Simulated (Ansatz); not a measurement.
# SiAsH₂ (doublet): wB97M-V, B2PLYP, RPA-PBE over vertical spin and charge gaps and displaced geometries, cc-pVDZ, part 1 of 2

How well do these functionals follow the top wave-function level for SiAsH₂ (doublet) over vertical spin and charge gaps and displaced geometries?

Computed with Ansatz 0.2.0, Gaussian basis. Level: cc-pVDZ, all electrons in the functionals, frozen cores in the correlation of double hybrids and RPA.

To be run: wB97M-V, B2PLYP, RPA-PBE, at charge 0, doublet; charge 0, quartet; charge 1, singlet; charge 1, triplet; displaced geometry v1; displaced geometry v2.

19 further runs of the same task are left out: 6 that didn't finish, 13 set aside as unsound or not needed. Runs told in other sessions of the task aren't counted.

### Step 1. What is computed

The geometry is a PBE0/def2-TZVP stationary point (not a proven minimum). No spin-orbit coupling is included. The filled d shell of As may be among the frozen orbitals whatever the setting's name suggests.

4 atoms, charge 0, spin multiplicity 2.

Atoms are counted from 1 here; the program's logs count them from 0.

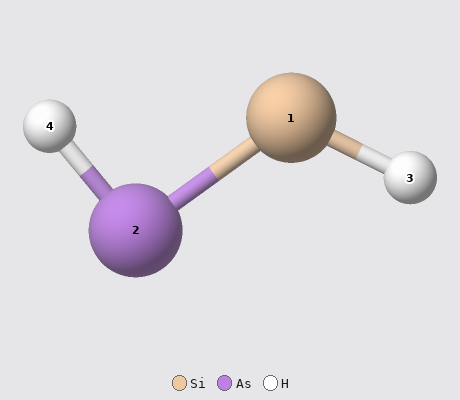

The structure; silicon light orange, arsenic purple, hydrogen white; atoms are numbered from 1 in the order of the file.

No dispersion term is added; wB97M-V holds VV10 nonlocal correlation.

The geometry shown and the zero of energy belong to the point charge 0, doublet. The yardstick, RCCSDT(Q), and other wave-function levels (R restricted, U unrestricted, valence and pair active spaces) come from earlier runs.

### Step 2. wB97M-V, charge 0, doublet

in.yaml

```yaml
crystal:
  periodic: [false, false, false]
  atoms:
    - {symbol: Si, position_ang: [0.000000, -0.130861, 1.559201]}
    - {symbol: As, position_ang: [0.000000, 0.053275, -0.605120]}
    - {symbol: H, position_ang: [0.000000, 1.141309, 2.359007]}
    - {symbol: H, position_ang: [0.000000, -1.454938, -0.825589]}
basis:
  gaussian: {orbitals: cc-pVDZ}
magnetization: {spin_polarized: true, initial_magnetization: 1}
hamiltonian: {xc: {name: wB97M-V}}
output: {forces: true, orbitals: {seedname: orbitals}}
```

Run with:

```sh
$ ansatz run in.yaml --threads 1 --pin off --events-out ev --progress --plain --max-ram 2393MiB
```

Output, shortened:

```text
Functional definition: wB97M-V
  name "wB97M-V"
  cite "Mardirossian & Head-Gordon, J. Chem. Phys. 144, 214110 (2016) doi:10.1063/1.4952647"
  cite "Becke, J. Chem. Phys. 107, 8554 (1997) doi:10.1063/1.475007"
  cite "Vydrov & Van Voorhis, J. Chem. Phys. 133, 244103 (2010) doi:10.1063/1.3521275"
  # Of w^i u^j: cxij and so on, Table III.
[...]
  gx(w, u) = 1 - cx + cx01*u + cx10*w
  gss(w, u) = css00 + css04*u^4 + css10*w + css20*w^2 + css43*w^4*u^3
  gos(w, u) = cos00 + cos10*w + (cos20 + cos21*u)*w^2 + (cos60 + cos61*u)*w^6
[...]
      + integral(e_c_pw_mod_opposite_spin*gos(b97_w_opposite, b97_u_opposite)) + vv10(b, c)
600 factors; integrals over basis functions are off by at most 1.4e-3 eV
181 factors; integrals over basis functions are off by at most 7.2e-6 eV
[...]
mean field -68744.54101892 eV, -2526.3152857220 hartree, gradient 3.8e-5 eV, S^2 0.763307; 3 other end points of the search recorded, 0 dependent functions left out
[...]
reference -68744.54105093 eV, -2526.3152868980 hartree; 25, 24 occupied and 30, 31 virtual orbitals, 600 factors
Total energy: -68744.54105093 eV, -2526.3152868980 hartree
Atom 0 at     0.000000    -0.130861     1.559201 Å, force    -0.000000    -0.133017    -0.054086 eV/Å
Atom 1 at     0.000000     0.053275    -0.605120 Å, force     0.000000     0.023424    -0.003433 eV/Å
Atom 2 at     0.000000     1.141309     2.359007 Å, force     0.000000     0.127279     0.065504 eV/Å
Atom 3 at     0.000000    -1.454938    -0.825589 Å, force     0.000000    -0.017685    -0.007985 eV/Å
Dipole moment:     0.000000    -0.073539     0.220767 e Å
```

Run time: 20 s. Hardware: 1 thread of Arm Neoverse V1, shared host.

From the report: ⟨S²⟩ of the determinant 0.763 (pure doublet: 0.75).

### Step 3. wB97M-V, charge 0, quartet

Changes to in.yaml since step 2:

```diff
@@ -9,3 +9,3 @@
   gaussian: {orbitals: cc-pVDZ}
-magnetization: {spin_polarized: true, initial_magnetization: 1}
+magnetization: {spin_polarized: true, initial_magnetization: 3}
 hamiltonian: {xc: {name: wB97M-V}}
```

Launched as before.

Output, shortened:

```text
Functional definition: wB97M-V
  name "wB97M-V"
  cite "Mardirossian & Head-Gordon, J. Chem. Phys. 144, 214110 (2016) doi:10.1063/1.4952647"
  cite "Becke, J. Chem. Phys. 107, 8554 (1997) doi:10.1063/1.475007"
  cite "Vydrov & Van Voorhis, J. Chem. Phys. 133, 244103 (2010) doi:10.1063/1.3521275"
  # Of w^i u^j: cxij and so on, Table III.
[...]
  gx(w, u) = 1 - cx + cx01*u + cx10*w
  gss(w, u) = css00 + css04*u^4 + css10*w + css20*w^2 + css43*w^4*u^3
  gos(w, u) = cos00 + cos10*w + (cos20 + cos21*u)*w^2 + (cos60 + cos61*u)*w^6
[...]
      + integral(e_c_pw_mod_opposite_spin*gos(b97_w_opposite, b97_u_opposite)) + vv10(b, c)
600 factors; integrals over basis functions are off by at most 1.4e-3 eV
181 factors; integrals over basis functions are off by at most 7.2e-6 eV
[...]
mean field -68742.57333352 eV, -2526.2429746170 hartree, gradient 7.0e-5 eV, S^2 3.754756; 0 other end points of the search recorded, 0 dependent functions left out
[...]
reference -68742.57336474 eV, -2526.2429757645 hartree; 26, 23 occupied and 29, 32 virtual orbitals, 600 factors
Total energy: -68742.57336474 eV, -2526.2429757645 hartree
Atom 0 at     0.000000    -0.130861     1.559201 Å, force    -0.000000    -0.319026     4.018704 eV/Å
Atom 1 at     0.000000     0.053275    -0.605120 Å, force     0.000000     0.328565    -3.903521 eV/Å
Atom 2 at     0.000000     1.141309     2.359007 Å, force     0.000000    -0.028414    -0.081885 eV/Å
Atom 3 at     0.000000    -1.454938    -0.825589 Å, force     0.000000     0.018875    -0.033297 eV/Å
Dipole moment:     0.000000    -0.079720    -0.100620 e Å
```

Wall time 15 s (1 thread of Arm Neoverse V1, shared host).

From the report: ⟨S²⟩ of the determinant 3.755 (pure quartet: 3.75).

From charge 0, doublet: +1.968 eV.

### Step 4. wB97M-V, charge 1, singlet

Changes to in.yaml since step 3:

```diff
@@ -9,3 +9,4 @@
   gaussian: {orbitals: cc-pVDZ}
-magnetization: {spin_polarized: true, initial_magnetization: 3}
+total_charge: 1
+magnetization: {spin_polarized: true, initial_magnetization: 0}
 hamiltonian: {xc: {name: wB97M-V}}
```

Same command.

Output, shortened:

```text
Functional definition: wB97M-V
  name "wB97M-V"
  cite "Mardirossian & Head-Gordon, J. Chem. Phys. 144, 214110 (2016) doi:10.1063/1.4952647"
  cite "Becke, J. Chem. Phys. 107, 8554 (1997) doi:10.1063/1.475007"
  cite "Vydrov & Van Voorhis, J. Chem. Phys. 133, 244103 (2010) doi:10.1063/1.3521275"
  # Of w^i u^j: cxij and so on, Table III.
[...]
  gx(w, u) = 1 - cx + cx01*u + cx10*w
  gss(w, u) = css00 + css04*u^4 + css10*w + css20*w^2 + css43*w^4*u^3
  gos(w, u) = cos00 + cos10*w + (cos20 + cos21*u)*w^2 + (cos60 + cos61*u)*w^6
[...]
      + integral(e_c_pw_mod_opposite_spin*gos(b97_w_opposite, b97_u_opposite)) + vv10(b, c)
600 factors; integrals over basis functions are off by at most 1.4e-3 eV
181 factors; integrals over basis functions are off by at most 7.2e-6 eV
[...]
mean field -68735.90955910 eV, -2525.9980854241 hartree, gradient 5.5e-6 eV, S^2 0.715245; 10 other end points of the search recorded, 0 dependent functions left out
[...]
reference -68735.90959212 eV, -2525.9980866374 hartree; 24, 24 occupied and 31, 31 virtual orbitals, 600 factors
WARN: the results are in doubt because the forces break the atoms' symmetry
Total energy: -68735.90959212 eV, -2525.9980866374 hartree
Atom 0 at     0.000000    -0.130861     1.559201 Å, force     0.394635     0.665636     0.645138 eV/Å
Atom 1 at     0.000000     0.053275    -0.605120 Å, force     0.184215    -0.426106    -0.714121 eV/Å
Atom 2 at     0.000000     1.141309     2.359007 Å, force    -0.308276    -0.268285     0.331985 eV/Å
Atom 3 at     0.000000    -1.454938    -0.825589 Å, force    -0.270574     0.028755    -0.263002 eV/Å
Dipole moment:    -0.088672    -0.161599     0.693565 e Å
In doubt: the forces break the atoms' symmetry
```

Run time: 75 s. Hardware: 1 thread of Arm Neoverse V1, shared host; peak memory 0.26 GiB.

From the report: ⟨S²⟩ of the determinant 0.715 (pure singlet: 0.00). The determinant of wB97M-V (⟨S²⟩ 0.72) is far from a pure spin state, so its energy mixes those of several spin states; that is harmless only where they are near-degenerate. Mind the lines of doubt at the end of the log.

From charge 0, doublet: +8.631 eV.

### Step 5. wB97M-V, charge 1, triplet

Changes to in.yaml since step 4:

```diff
@@ -10,4 +10,4 @@
 total_charge: 1
-magnetization: {spin_polarized: true, initial_magnetization: 0}
+magnetization: {spin_polarized: true, initial_magnetization: 2}
 hamiltonian: {xc: {name: wB97M-V}}
-output: {forces: true, orbitals: {seedname: orbitals}}
+output: {orbitals: {seedname: orbitals}}
```

The command is unchanged.

Output, shortened:

```text
Functional definition: wB97M-V
  name "wB97M-V"
  cite "Mardirossian & Head-Gordon, J. Chem. Phys. 144, 214110 (2016) doi:10.1063/1.4952647"
  cite "Becke, J. Chem. Phys. 107, 8554 (1997) doi:10.1063/1.475007"
  cite "Vydrov & Van Voorhis, J. Chem. Phys. 133, 244103 (2010) doi:10.1063/1.3521275"
  # Of w^i u^j: cxij and so on, Table III.
[...]
  gx(w, u) = 1 - cx + cx01*u + cx10*w
  gss(w, u) = css00 + css04*u^4 + css10*w + css20*w^2 + css43*w^4*u^3
  gos(w, u) = cos00 + cos10*w + (cos20 + cos21*u)*w^2 + (cos60 + cos61*u)*w^6
[...]
      + integral(e_c_pw_mod_opposite_spin*gos(b97_w_opposite, b97_u_opposite)) + vv10(b, c)
600 factors; integrals over basis functions are off by at most 1.4e-3 eV
181 factors; integrals over basis functions are off by at most 7.2e-6 eV
[...]
mean field -68735.99051045 eV, -2526.0010603312 hartree, gradient 4.2e-5 eV, S^2 2.004234; 0 other end points of the search recorded, 0 dependent functions left out
reference -68735.99054312 eV, -2526.0010615320 hartree; 25, 23 occupied and 30, 32 virtual orbitals, 600 factors
Total energy: -68735.99054312 eV, -2526.0010615320 hartree
```

It took 13 s on 1 thread of Arm Neoverse V1, shared host.

From the report: ⟨S²⟩ of the determinant 2.004 (pure triplet: 2.00).

From charge 0, doublet: +8.551 eV.

### Step 6. wB97M-V, displaced geometry v1

in.yaml

```yaml
crystal:
  periodic: [false, false, false]
  atoms:
    - {symbol: Si, position_ang: [0.000676, -0.119571, 1.567904]}
    - {symbol: As, position_ang: [-0.000157, 0.048422, -0.607570]}
    - {symbol: H, position_ang: [0.047807, 1.195766, 2.313943]}
    - {symbol: H, position_ang: [-0.054970, -1.463295, -0.840850]}
basis:
  gaussian: {orbitals: cc-pVDZ}
magnetization: {spin_polarized: true, initial_magnetization: 1}
hamiltonian: {xc: {name: wB97M-V}}
output: {forces: true, orbitals: {seedname: orbitals}}
```

Launched as before.

Output, shortened:

```text
Functional definition: wB97M-V
  name "wB97M-V"
  cite "Mardirossian & Head-Gordon, J. Chem. Phys. 144, 214110 (2016) doi:10.1063/1.4952647"
  cite "Becke, J. Chem. Phys. 107, 8554 (1997) doi:10.1063/1.475007"
  cite "Vydrov & Van Voorhis, J. Chem. Phys. 133, 244103 (2010) doi:10.1063/1.3521275"
  # Of w^i u^j: cxij and so on, Table III.
[...]
  gx(w, u) = 1 - cx + cx01*u + cx10*w
  gss(w, u) = css00 + css04*u^4 + css10*w + css20*w^2 + css43*w^4*u^3
  gos(w, u) = cos00 + cos10*w + (cos20 + cos21*u)*w^2 + (cos60 + cos61*u)*w^6
[...]
      + integral(e_c_pw_mod_opposite_spin*gos(b97_w_opposite, b97_u_opposite)) + vv10(b, c)
601 factors; integrals over basis functions are off by at most 1.2e-3 eV
181 factors; integrals over basis functions are off by at most 6.3e-6 eV
[...]
mean field -68744.54004528 eV, -2526.3152499411 hartree, gradient 5.0e-5 eV, S^2 0.763329; 2 other end points of the search recorded, 0 dependent functions left out
[...]
reference -68744.54007726 eV, -2526.3152511166 hartree; 25, 24 occupied and 30, 31 virtual orbitals, 601 factors
Total energy: -68744.54007726 eV, -2526.3152511166 hartree
Atom 0 at     0.000676    -0.119571     1.567904 Å, force     0.000749     0.066844    -0.180429 eV/Å
Atom 1 at    -0.000157     0.048422    -0.607570 Å, force    -0.004828    -0.134104     0.139692 eV/Å
Atom 2 at     0.047807     1.195766     2.313943 Å, force    -0.000150    -0.029809     0.025179 eV/Å
Atom 3 at    -0.054970    -1.463295    -0.840850 Å, force     0.004229     0.097068     0.015557 eV/Å
Dipole moment:    -0.002194    -0.076288     0.219624 e Å
```

It took 20 s on 1 thread of Arm Neoverse V1, shared host.

From the report: ⟨S²⟩ of the determinant 0.763 (pure doublet: 0.75).

From charge 0, doublet: +0.001 eV.

### Step 7. wB97M-V, displaced geometry v2

in.yaml

```yaml
crystal:
  periodic: [false, false, false]
  atoms:
    - {symbol: Si, position_ang: [0.118515, -0.135843, 1.550690]}
    - {symbol: As, position_ang: [-0.046359, 0.056667, -0.602037]}
    - {symbol: H, position_ang: [0.030261, 1.112277, 2.353910]}
    - {symbol: H, position_ang: [0.113370, -1.539240, -0.812472]}
basis:
  gaussian: {orbitals: cc-pVDZ}
magnetization: {spin_polarized: true, initial_magnetization: 1}
hamiltonian: {xc: {name: wB97M-V}}
output: {orbitals: {seedname: orbitals}}
```

Launched as before.

Output, shortened:

```text
Functional definition: wB97M-V
  name "wB97M-V"
  cite "Mardirossian & Head-Gordon, J. Chem. Phys. 144, 214110 (2016) doi:10.1063/1.4952647"
  cite "Becke, J. Chem. Phys. 107, 8554 (1997) doi:10.1063/1.475007"
  cite "Vydrov & Van Voorhis, J. Chem. Phys. 133, 244103 (2010) doi:10.1063/1.3521275"
  # Of w^i u^j: cxij and so on, Table III.
[...]
  gx(w, u) = 1 - cx + cx01*u + cx10*w
  gss(w, u) = css00 + css04*u^4 + css10*w + css20*w^2 + css43*w^4*u^3
  gos(w, u) = cos00 + cos10*w + (cos20 + cos21*u)*w^2 + (cos60 + cos61*u)*w^6
[...]
      + integral(e_c_pw_mod_opposite_spin*gos(b97_w_opposite, b97_u_opposite)) + vv10(b, c)
600 factors; integrals over basis functions are off by at most 1.3e-3 eV
182 factors; integrals over basis functions are off by at most 6.6e-6 eV
[...]
mean field -68744.46917239 eV, -2526.3126454106 hartree, gradient 3.6e-5 eV, S^2 0.763624; 4 other end points of the search recorded, 0 dependent functions left out
reference -68744.46920450 eV, -2526.3126465907 hartree; 25, 24 occupied and 30, 31 virtual orbitals, 600 factors
Total energy: -68744.46920450 eV, -2526.3126465907 hartree
```

It took 20 s on 1 thread of Arm Neoverse V1, shared host.

From the report: ⟨S²⟩ of the determinant 0.764 (pure doublet: 0.75).

From charge 0, doublet: +0.072 eV.

### Step 8. B2PLYP, charge 0, doublet

in.yaml

```yaml
crystal:
  periodic: [false, false, false]
  atoms:
    - {symbol: Si, position_ang: [0.000000, -0.130861, 1.559201]}
    - {symbol: As, position_ang: [0.000000, 0.053275, -0.605120]}
    - {symbol: H, position_ang: [0.000000, 1.141309, 2.359007]}
    - {symbol: H, position_ang: [0.000000, -1.454938, -0.825589]}
basis:
  gaussian: {orbitals: cc-pVDZ}
magnetization: {spin_polarized: true, initial_magnetization: 1}
hamiltonian: {xc: {name: B2PLYP}}
correlation: {electrons: outside_noble_gas}
```

Launched as before.

Output, shortened:

```text
Functional definition: B2PLYP
  name "B2PLYP"
  cite "Grimme, J. Chem. Phys. 124, 034108 (2006) doi:10.1063/1.2148954"
  cite "Becke, Phys. Rev. A 38, 3098 (1988) doi:10.1103/PhysRevA.38.3098"
  cite "Lee, Yang & Parr, Phys. Rev. B 37, 785 (1988) doi:10.1103/PhysRevB.37.785"
[...]
600 factors; integrals over basis functions are off by at most 1.4e-3 eV
[...]
mean field -68732.01219828 eV, -2525.8548600557 hartree, gradient 6.0e-6 eV, S^2 0.797892; 4 other end points of the search recorded, 0 dependent functions left out
19 core orbitals not correlated: weight in the atoms' cores, before any rotation towards them, 1.000 or more for the frozen orbitals, at most 0.000 for the correlated occupied ones
reference -68732.01232636 eV, -2525.8548647626 hartree; 6, 5 occupied and 30, 31 virtual orbitals, 600 factors
second order -6.59615195 eV of doubles, -0.00000000 eV of singles
Total energy: -68733.79328739 eV, -2525.9203138732 hartree
```

Wall time 6.5 s (1 thread of Arm Neoverse V1, shared host).

From the report: ⟨S²⟩ of the determinant 0.798 (pure doublet: 0.75).

### Step 9. B2PLYP, charge 0, quartet

Changes to in.yaml since step 8:

```diff
@@ -9,3 +9,3 @@
   gaussian: {orbitals: cc-pVDZ}
-magnetization: {spin_polarized: true, initial_magnetization: 1}
+magnetization: {spin_polarized: true, initial_magnetization: 3}
 hamiltonian: {xc: {name: B2PLYP}}
```

Same command.

Output, shortened:

```text
Functional definition: B2PLYP
  name "B2PLYP"
  cite "Grimme, J. Chem. Phys. 124, 034108 (2006) doi:10.1063/1.2148954"
  cite "Becke, Phys. Rev. A 38, 3098 (1988) doi:10.1103/PhysRevA.38.3098"
  cite "Lee, Yang & Parr, Phys. Rev. B 37, 785 (1988) doi:10.1103/PhysRevB.37.785"
[...]
600 factors; integrals over basis functions are off by at most 1.4e-3 eV
[...]
mean field -68730.36089969 eV, -2525.7941759516 hartree, gradient 4.2e-6 eV, S^2 3.759861; 0 other end points of the search recorded, 0 dependent functions left out
19 core orbitals not correlated: weight in the atoms' cores, before any rotation towards them, 1.000 or more for the frozen orbitals, at most 0.000 for the correlated occupied ones
reference -68730.36102623 eV, -2525.7941806020 hartree; 7, 4 occupied and 29, 32 virtual orbitals, 600 factors
second order -5.30467401 eV of doubles, -0.00000000 eV of singles
Total energy: -68731.79328821 eV, -2525.8468152591 hartree
```

Wall time 3.1 s (1 thread of Arm Neoverse V1, shared host).

From the report: ⟨S²⟩ of the determinant 3.760 (pure quartet: 3.75).

From charge 0, doublet: +2.000 eV.

### Step 10. B2PLYP, charge 1, singlet

Changes to in.yaml since step 9:

```diff
@@ -9,3 +9,4 @@
   gaussian: {orbitals: cc-pVDZ}
-magnetization: {spin_polarized: true, initial_magnetization: 3}
+total_charge: 1
+magnetization: {spin_polarized: true, initial_magnetization: 0}
 hamiltonian: {xc: {name: B2PLYP}}
```

Launched as before.

Output, shortened:

```text
Functional definition: B2PLYP
  name "B2PLYP"
  cite "Grimme, J. Chem. Phys. 124, 034108 (2006) doi:10.1063/1.2148954"
  cite "Becke, Phys. Rev. A 38, 3098 (1988) doi:10.1103/PhysRevA.38.3098"
  cite "Lee, Yang & Parr, Phys. Rev. B 37, 785 (1988) doi:10.1103/PhysRevB.37.785"
[...]
600 factors; integrals over basis functions are off by at most 1.4e-3 eV
[...]
mean field -68723.66997445 eV, -2525.5482889845 hartree, gradient 1.0e-6 eV, S^2 1.014649; 8 other end points of the search recorded, 0 dependent functions left out
19 core orbitals not correlated: weight in the atoms' cores, before any rotation towards them, 1.000 or more for the frozen orbitals, at most 0.000 for the correlated occupied ones
reference -68723.67009844 eV, -2525.5482935410 hartree; 5, 5 occupied and 31, 31 virtual orbitals, 600 factors
second order -5.14059937 eV of doubles, -0.00000000 eV of singles
Total energy: -68725.05806027 eV, -2525.5993001975 hartree
```

Run time: 20 s. Hardware: 1 thread of Arm Neoverse V1, shared host.

From the report: ⟨S²⟩ of the determinant 1.015 (pure singlet: 0.00). The determinant of B2PLYP (⟨S²⟩ 1.01) is far from a pure spin state, so its energy mixes those of several spin states; that is harmless only where they are near-degenerate.

From charge 0, doublet: +8.735 eV.

### Step 11. B2PLYP, charge 1, triplet

Changes to in.yaml since step 10:

```diff
@@ -10,3 +10,3 @@
 total_charge: 1
-magnetization: {spin_polarized: true, initial_magnetization: 0}
+magnetization: {spin_polarized: true, initial_magnetization: 2}
 hamiltonian: {xc: {name: B2PLYP}}
```

The command is unchanged.

Output, shortened:

```text
Functional definition: B2PLYP
  name "B2PLYP"
  cite "Grimme, J. Chem. Phys. 124, 034108 (2006) doi:10.1063/1.2148954"
  cite "Becke, Phys. Rev. A 38, 3098 (1988) doi:10.1103/PhysRevA.38.3098"
  cite "Lee, Yang & Parr, Phys. Rev. B 37, 785 (1988) doi:10.1103/PhysRevB.37.785"
[...]
600 factors; integrals over basis functions are off by at most 1.4e-3 eV
[...]
mean field -68723.76682400 eV, -2525.5518481398 hartree, gradient 4.6e-6 eV, S^2 2.007736; 2 other end points of the search recorded, 0 dependent functions left out
19 core orbitals not correlated: weight in the atoms' cores, before any rotation towards them, 1.000 or more for the frozen orbitals, at most 0.000 for the correlated occupied ones
reference -68723.76694811 eV, -2525.5518527006 hartree; 6, 4 occupied and 30, 32 virtual orbitals, 600 factors
second order -5.26071917 eV of doubles, -0.00000000 eV of singles
Total energy: -68725.18734228 eV, -2525.6040512238 hartree
```

Wall time 3.7 s (1 thread of Arm Neoverse V1, shared host).

From the report: ⟨S²⟩ of the determinant 2.008 (pure triplet: 2.00).

From charge 0, doublet: +8.606 eV.

### Step 12. B2PLYP, displaced geometry v1

in.yaml

```yaml
crystal:
  periodic: [false, false, false]
  atoms:
    - {symbol: Si, position_ang: [0.000676, -0.119571, 1.567904]}
    - {symbol: As, position_ang: [-0.000157, 0.048422, -0.607570]}
    - {symbol: H, position_ang: [0.047807, 1.195766, 2.313943]}
    - {symbol: H, position_ang: [-0.054970, -1.463295, -0.840850]}
basis:
  gaussian: {orbitals: cc-pVDZ}
magnetization: {spin_polarized: true, initial_magnetization: 1}
hamiltonian: {xc: {name: B2PLYP}}
correlation: {electrons: outside_noble_gas}
```

The command is unchanged.

Output, shortened:

```text
Functional definition: B2PLYP
  name "B2PLYP"
  cite "Grimme, J. Chem. Phys. 124, 034108 (2006) doi:10.1063/1.2148954"
  cite "Becke, Phys. Rev. A 38, 3098 (1988) doi:10.1103/PhysRevA.38.3098"
  cite "Lee, Yang & Parr, Phys. Rev. B 37, 785 (1988) doi:10.1103/PhysRevB.37.785"
[...]
601 factors; integrals over basis functions are off by at most 1.2e-3 eV
[...]
mean field -68732.01083870 eV, -2525.8548100918 hartree, gradient 5.5e-6 eV, S^2 0.799475; 4 other end points of the search recorded, 0 dependent functions left out
19 core orbitals not correlated: weight in the atoms' cores, before any rotation towards them, 1.000 or more for the frozen orbitals, at most 0.000 for the correlated occupied ones
reference -68732.01096721 eV, -2525.8548148148 hartree; 6, 5 occupied and 30, 31 virtual orbitals, 601 factors
second order -6.61667702 eV of doubles, -0.00000000 eV of singles
Total energy: -68733.79747001 eV, -2525.9204675816 hartree
```

It took 6.5 s on 1 thread of Arm Neoverse V1, shared host.

From the report: ⟨S²⟩ of the determinant 0.799 (pure doublet: 0.75).

From charge 0, doublet: -0.004 eV.

(Continued in part 2 of 2.)
